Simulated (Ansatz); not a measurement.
```xyz
2

P     0.0000    0.0000   -1.0445
P     0.0000    0.0000    1.0445
```

Geometry: B3LYP/6-31G*.

All numbers below come from Ansatz, isolated molecule in a Gaussian basis; Kohn-Sham density functional theory, functional PBE0.

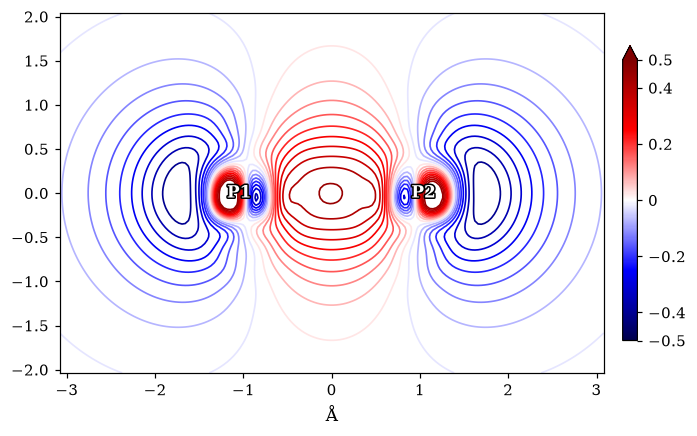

P2 (triplet). The HOMO−1 (β) on a plane that holds the molecular axis (values in Å⁻³ᐟ²; the overall sign is arbitrary).

### What is the character of this orbital?

By Hirshfeld shares it lies mainly on P1 (about 50 %) and P2 (about 50 %); it is of σ type; it is gerade (even under inversion). Its energy is −8.11 eV.
